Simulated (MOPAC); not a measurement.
## Run report: GeBH₅ (charge +1), geometry relaxation (part 2 of 2)

Continued. System: GeBH₅, charge +1, multiplicity 2. Method: PM6, unrestricted (MOPAC 23.2.5). The starting geometry was optimised with PM6.

Geometry of the input (Å):
```
B  0.0001  -1.6618  0.3793
Ge 0.0182  0.9972  -0.2197
H  -1.1228  -1.9864  0.3618
H  1.1181  -1.9637  0.5379
H  -0.6111  1.0962  -1.5935
H  -0.8108  1.6513  0.8658
H  1.4764  1.4043  -0.1932
```

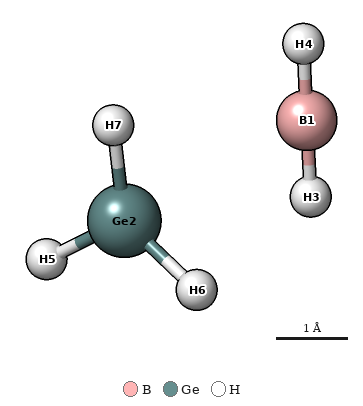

The geometry at step 14 of the log (ball-and-stick view, seen at a tilt; atoms are numbered from 1 in the order of the input).

**Trajectory as extended XYZ, continued**
```
7
Properties=species:S:1:pos:R:3:forces:R:3 step=4 energy=12.01973
B    -0.0017   -2.0754    0.4731   -0.0771   0.1772   0.0149
Ge    0.0162    1.1821   -0.2654    0.0732   0.4031  -0.0970
H    -1.1695   -1.9871    0.3653    0.2886  -0.3049   0.0620
H     1.1639   -1.9703    0.5571   -0.2151  -0.3013   0.0192
H    -0.6228    1.0270   -1.6246   -0.0040   0.0160   0.0366
H    -0.8145    1.5793    0.9282   -0.0616   0.0114  -0.0042
H     1.5155    1.3388   -0.1665   -0.0040  -0.0015  -0.0316
7
Properties=species:S:1:pos:R:3:forces:R:3 step=5 energy=11.99975
B    -0.0024   -2.0829    0.4719    0.0403   0.0569   0.0929
Ge    0.0166    1.1932   -0.2664    0.0674   0.3029  -0.2460
H    -1.1596   -2.0151    0.3789   -0.0598  -0.2338  -0.0032
H     1.1553   -1.9975    0.5658    0.0161  -0.2344   0.0025
H    -0.6242    1.0222   -1.6288    0.0419   0.0447   0.1279
H    -0.8172    1.5739    0.9248   -0.0961   0.0472   0.0551
H     1.5172    1.3341   -0.1688   -0.0097   0.0165  -0.0292
7
Properties=species:S:1:pos:R:3:forces:R:3 step=6 energy=11.97075
B    -0.0017   -2.1280    0.4810   -0.0893  -0.0269   0.1171
Ge    0.0176    1.2316   -0.2737    0.0065   0.0599  -0.2753
H    -1.1522   -2.0849    0.3981   -0.2943  -0.1585  -0.0485
H     1.1435   -2.0673    0.5837    0.3811  -0.1489   0.0066
H    -0.6277    1.0106   -1.6341    0.1038   0.1220   0.2466
H    -0.8258    1.5598    0.9291   -0.0376   0.0817  -0.0157
H     1.5229    1.3209   -0.1724   -0.0703   0.0707  -0.0308
7
Properties=species:S:1:pos:R:3:forces:R:3 step=7 energy=11.95073
B    -0.0032   -2.1708    0.4931    0.0516  -0.1019   0.1119
Ge    0.0187    1.2665   -0.2807    0.1018  -0.1155  -0.2052
H    -1.1507   -2.1530    0.4077   -0.3851  -0.0903  -0.0535
H     1.1442   -2.1339    0.5975    0.3317  -0.0851   0.0042
H    -0.6298    1.0070   -1.6230    0.0486   0.1354   0.0837
H    -0.8324    1.5499    0.9208   -0.0691   0.1428   0.0801
H     1.5253    1.3139   -0.1792   -0.0794   0.1146  -0.0213
7
Properties=species:S:1:pos:R:3:forces:R:3 step=8 energy=11.93553
B    -0.0037   -2.2200    0.5102   -0.0014  -0.1749   0.0462
Ge    0.0204    1.3020   -0.2896   -0.0521  -0.2107   0.0587
H    -1.1578   -2.2259    0.4102   -0.1567  -0.0268  -0.0101
H     1.1501   -2.2050    0.6107    0.1571  -0.0239   0.0148
H    -0.6324    1.0112   -1.6190    0.0211   0.1547   0.0204
H    -0.8416    1.5483    0.9277    0.0880   0.1316  -0.1203
H     1.5251    1.3144   -0.1863   -0.0559   0.1501  -0.0096
7
Properties=species:S:1:pos:R:3:forces:R:3 step=9 energy=11.92673
B    -0.0040   -2.2526    0.5213   -0.0348  -0.1908  -0.0095
Ge    0.0211    1.3202   -0.2927    0.0270  -0.2493   0.0358
H    -1.1649   -2.2655    0.4109    0.0665  -0.0040   0.0327
H     1.1569   -2.2440    0.6160   -0.0325  -0.0049   0.0221
H    -0.6334    1.0243   -1.6125   -0.0317   0.1279  -0.1179
H    -0.8433    1.5567    0.9140    0.0093   0.1647   0.0326
H     1.5234    1.3245   -0.1945   -0.0039   0.1565   0.0041
7
Properties=species:S:1:pos:R:3:forces:R:3 step=10 energy=11.91513
B    -0.0053   -2.2958    0.5326    0.0774  -0.1645  -0.0303
Ge    0.0220    1.3387   -0.2970   -0.0439  -0.2474   0.0672
H    -1.1706   -2.3089    0.4166    0.2042  -0.0011   0.0566
H     1.1647   -2.2862    0.6258   -0.2820  -0.0058   0.0126
H    -0.6349    1.0491   -1.6161   -0.0380   0.1163  -0.1331
H    -0.8456    1.5784    0.9088    0.0327   0.1527   0.0131
H     1.5215    1.3478   -0.2023    0.0497   0.1497   0.0138
7
Properties=species:S:1:pos:R:3:forces:R:3 step=11 energy=11.88750
B    -0.0056   -2.4014    0.5580    0.0159  -0.0999  -0.0704
Ge    0.0234    1.3773   -0.3060   -0.1362  -0.1851   0.0567
H    -1.1808   -2.4124    0.4376    0.4844  -0.0037   0.0929
H     1.1725   -2.3887    0.6494   -0.5000  -0.0137   0.0041
H    -0.6378    1.1273   -1.6309   -0.0359   0.0749  -0.1369
H    -0.8483    1.6502    0.8902    0.0406   0.1135   0.0258
H     1.5184    1.4219   -0.2198    0.1313   0.1140   0.0279
7
Properties=species:S:1:pos:R:3:forces:R:3 step=12 energy=11.85687
B    -0.0068   -2.5459    0.5890    0.0891  -0.0440  -0.0341
Ge    0.0246    1.4275   -0.3186   -0.2001  -0.0379   0.0241
H    -1.1828   -2.5565    0.4776    0.4863  -0.0055   0.0707
H     1.1737   -2.5320    0.6843   -0.5748  -0.0167  -0.0219
H    -0.6409    1.2428   -1.6569    0.0090   0.0224  -0.0550
H    -0.8504    1.7582    0.8659    0.0821   0.0314  -0.0150
H     1.5183    1.5330   -0.2395    0.1083   0.0503   0.0311
7
Properties=species:S:1:pos:R:3:forces:R:3 step=13 energy=11.83521
B    -0.0067   -2.7568    0.6346   -0.0686  -0.0361   0.0077
Ge    0.0254    1.5084   -0.3382   -0.1061   0.1524  -0.0865
H    -1.1745   -2.7726    0.5413    0.2316   0.0088   0.0131
H     1.1583   -2.7491    0.7317   -0.1622   0.0046  -0.0161
H    -0.6437    1.3951   -1.6904    0.0811  -0.0453   0.0602
H    -0.8518    1.8979    0.8283    0.0894  -0.0457   0.0006
H     1.5226    1.6784   -0.2623   -0.0652  -0.0388   0.0211
7
Properties=species:S:1:pos:R:3:forces:R:3 step=14 energy=11.83047
B    -0.0075   -2.7963    0.6431    0.0017  -0.0315   0.0224
Ge    0.0254    1.5315   -0.3435   -0.0670   0.0809  -0.0621
H    -1.1690   -2.8118    0.5529    0.0515   0.0067  -0.0056
H     1.1536   -2.7885    0.7403   -0.0525   0.0056  -0.0129
H    -0.6434    1.4002   -1.6906    0.0616  -0.0280   0.0083
H    -0.8520    1.9006    0.8259    0.0653  -0.0149   0.0332
H     1.5237    1.6828   -0.2626   -0.0606  -0.0188   0.0167
7
Properties=species:S:1:pos:R:3:forces:R:3 step=15 energy=11.82756
B    -0.0080   -2.8697    0.6603   -0.0087  -0.0100   0.0130
Ge    0.0255    1.5698   -0.3527   -0.0704   0.0278  -0.0257
H    -1.1650   -2.8822    0.5708   -0.0757  -0.0024  -0.0120
H     1.1485   -2.8593    0.7546    0.0852  -0.0008   0.0015
H    -0.6424    1.4207   -1.6971    0.0563  -0.0109  -0.0022
H    -0.8512    1.9174    0.8239    0.0676  -0.0013   0.0162
H     1.5243    1.7017   -0.2645   -0.0542  -0.0025   0.0092
7
Properties=species:S:1:pos:R:3:forces:R:3 step=16 energy=11.82628
B    -0.0084   -2.9263    0.6737    0.0047   0.0032   0.0064
Ge    0.0254    1.5981   -0.3596   -0.0756   0.0032  -0.0055
H    -1.1648   -2.9368    0.5837   -0.0954  -0.0072  -0.0099
H     1.1479   -2.9143    0.7660    0.0913  -0.0054   0.0051
H    -0.6409    1.4402   -1.7028    0.0501  -0.0029  -0.0079
H    -0.8492    1.9343    0.8219    0.0637   0.0041   0.0070
H     1.5238    1.7200   -0.2668   -0.0388   0.0049   0.0048
7
Properties=species:S:1:pos:R:3:forces:R:3 step=17 energy=11.82439
B    -0.0095   -3.0761    0.7093    0.0041   0.0178  -0.0100
Ge    0.0247    1.6703   -0.3772   -0.0731  -0.0295   0.0248
H    -1.1677   -3.0849    0.6183   -0.0399  -0.0103   0.0015
H     1.1491   -3.0631    0.7976    0.0363  -0.0094   0.0082
H    -0.6353    1.5019   -1.7202    0.0309   0.0049  -0.0178
H    -0.8415    1.9890    0.8141    0.0376   0.0134  -0.0016
H     1.5215    1.7784   -0.2750    0.0042   0.0131  -0.0051
7
Properties=species:S:1:pos:R:3:forces:R:3 step=18 energy=11.82396
B    -0.0097   -3.1096    0.7169    0.0095   0.0115  -0.0060
Ge    0.0243    1.6846   -0.3807   -0.0594  -0.0129   0.0155
H    -1.1688   -3.1197    0.6268   -0.0169  -0.0059   0.0017
H     1.1498   -3.0982    0.8057    0.0078  -0.0057   0.0037
H    -0.6331    1.5219   -1.7257    0.0273   0.0006  -0.0124
H    -0.8387    2.0078    0.8110    0.0254   0.0067   0.0036
H     1.5209    1.7978   -0.2783    0.0062   0.0058  -0.0061
7
Properties=species:S:1:pos:R:3:forces:R:3 step=19 energy=11.82374
B    -0.0097   -3.1493    0.7258   -0.0075  -0.0022   0.0001
Ge    0.0233    1.7015   -0.3847   -0.0277   0.0079  -0.0014
H    -1.1704   -3.1617    0.6370    0.0270   0.0022   0.0012
H     1.1506   -3.1408    0.8159   -0.0192   0.0018  -0.0024
H    -0.6284    1.5462   -1.7339    0.0205  -0.0046   0.0047
H    -0.8336    2.0313    0.8087    0.0077  -0.0010   0.0045
H     1.5203    1.8215   -0.2829   -0.0007  -0.0040  -0.0067
7
Properties=species:S:1:pos:R:3:forces:R:3 step=20 energy=11.82367
B    -0.0097   -3.1355    0.7226    0.0002   0.0000   0.0001
Ge    0.0232    1.6954   -0.3832   -0.0243   0.0033   0.0014
H    -1.1699   -3.1475    0.6334    0.0138   0.0007   0.0007
H     1.1505   -3.1265    0.8129   -0.0137   0.0005  -0.0018
H    -0.6281    1.5385   -1.7322    0.0180  -0.0026   0.0014
H    -0.8337    2.0246    0.8104    0.0086   0.0001   0.0037
H     1.5204    1.8143   -0.2821   -0.0026  -0.0021  -0.0055
7
Properties=species:S:1:pos:R:3:forces:R:3 step=21 energy=11.82356
B    -0.0094   -3.0861    0.7112    0.0076   0.0018  -0.0003
Ge    0.0223    1.6728   -0.3776    0.0013  -0.0010   0.0043
H    -1.1685   -3.0974    0.6204   -0.0152  -0.0014  -0.0008
H     1.1499   -3.0766    0.8026    0.0079  -0.0012   0.0006
H    -0.6242    1.5132   -1.7280    0.0016  -0.0002  -0.0041
H    -0.8316    2.0033    0.8176    0.0043   0.0016  -0.0004
H     1.5204    1.7908   -0.2802   -0.0074   0.0003   0.0006
7
Properties=species:S:1:pos:R:3:forces:R:3 step=22 energy=11.82354
B    -0.0094   -3.0977    0.7139    0.0021   0.0005  -0.0004
Ge    0.0222    1.6781   -0.3789    0.0007  -0.0004   0.0017
H    -1.1689   -3.1092    0.6232   -0.0032  -0.0004  -0.0003
H     1.1501   -3.0885    0.8052    0.0013  -0.0003   0.0001
H    -0.6237    1.5189   -1.7297    0.0014  -0.0009  -0.0011
H    -0.8309    2.0085    0.8167    0.0014   0.0017  -0.0001
H     1.5201    1.7963   -0.2810   -0.0037  -0.0002   0.0000
7
Properties=species:S:1:pos:R:3:forces:R:3 step=23 energy=11.82354
B    -0.0094   -3.0986    0.7141    0.0001  -0.0001  -0.0004
Ge    0.0221    1.6785   -0.3790    0.0009  -0.0002   0.0004
H    -1.1690   -3.1102    0.6234    0.0001  -0.0001  -0.0001
H     1.1502   -3.0896    0.8055    0.0000   0.0000  -0.0002
H    -0.6232    1.5193   -1.7301    0.0003  -0.0009   0.0000
H    -0.8305    2.0092    0.8169   -0.0001   0.0014  -0.0003
H     1.5200    1.7968   -0.2812   -0.0012  -0.0002   0.0004
7
Properties=species:S:1:pos:R:3:forces:R:3 step=24 energy=11.82354
B    -0.0094   -3.0985    0.7140    0.0000  -0.0001  -0.0003
Ge    0.0221    1.6784   -0.3790    0.0002   0.0000   0.0002
H    -1.1690   -3.1101    0.6234    0.0003   0.0000  -0.0001
H     1.1502   -3.0894    0.8055   -0.0001   0.0000  -0.0002
H    -0.6232    1.5192   -1.7301    0.0001  -0.0009   0.0001
H    -0.8304    2.0094    0.8169   -0.0003   0.0013  -0.0003
H     1.5199    1.7968   -0.2812   -0.0002  -0.0002   0.0005
```

**Summary**

- outcome: converged
- total energy: −7.044217 hartree
- dispersion energy: 0.000000 hartree
- heat of formation: 272.66 kcal/mol
- basis functions: 13
- largest force: 0.001 eV/Å
- ⟨S²⟩: 0.753
- peak memory: 0.072 GiB

**Notes**

MOPAC's energies along a path are heats of formation.
